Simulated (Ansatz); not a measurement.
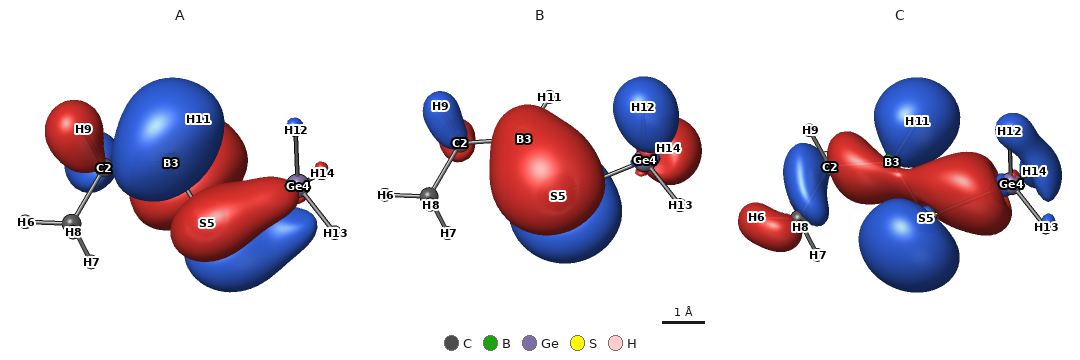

*C₂H₉BGeS (SMILES CCB[S][GeH3]). Three frontier orbitals at ±0.08 Å⁻³ᐟ² (red and blue are the two phases), in no order.*

Geometry: r2SCAN-D4/def2-SVP.

Computed with Ansatz, isolated molecule in a Gaussian basis; Kohn-Sham density functional theory, functional PBE0.

```xyz
14

C    -0.0735   -0.4581   -2.2020
C     1.0301    0.3383   -1.5095
B     0.8246    0.7675   -0.0177
Ge   -0.2813    1.2431    2.8653
S    -0.6857    0.3240    0.8540
H     0.1843   -0.7006   -3.2451
H    -0.2701   -1.4076   -1.6783
H    -1.0224    0.1021   -2.2153
H     1.2583    1.2692   -2.0688
H     1.9947   -0.2093   -1.5422
H     1.6806    1.4013    0.5610
H    -0.0866    2.7550    2.6988
H    -1.5114    0.9480    3.7325
H     0.9732    0.6008    3.4698
```

Which picture is the HOMO−1, the HOMO and the LUMO?

C is the HOMO−1 (−8.27 eV). It lies mainly on S5 (about 45 %), B3 (about 15 %), H11 (about 15 %), Ge4 (about 10 %) and C2 (about 10 %). B is the HOMO (−7.82 eV). By Hirshfeld shares it lies mainly on S5 (about 70 %), B3 (about 10 %) and Ge4 (about 10 %); largely a lone pair of S5. A is the LUMO (−0.92 eV). By Hirshfeld shares it lies mainly on B3 (about 45 %), S5 (about 20 %), Ge4 (about 10 %), C2 (about 10 %) and H11 (about 5 %).

What is the HOMO–LUMO gap?

6.90 eV between the orbital energies.
